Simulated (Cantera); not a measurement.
Input: 1 mol SiHCl₃, a varied amount of HCl, 12 mol H₂, equilibrated at 1225 K and 1.00 bar.

Equilibrium computed with Cantera from the NASA thermochemical tables; the gas is ideal and each condensed phase is pure. Candidate condensed phases: Si; 19 gas species. The tables' values for SiCl₃ are old estimates; treat these amounts as uncertain. The numbers say what is thermodynamically allowed, not how fast it happens.

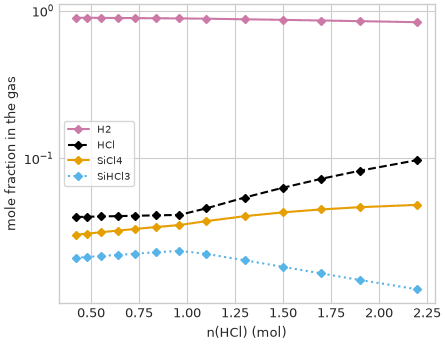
Fig. 1. Equilibrium gas composition (values under 1e-9 drawn at 1e-9)

From 0.42 mol HCl to 0.96 mol HCl the condensed part is Si(s). From 1.1 mol HCl to 2.2 mol HCl nothing is condensed. The main Si-bearing gas is SiCl₄ throughout.
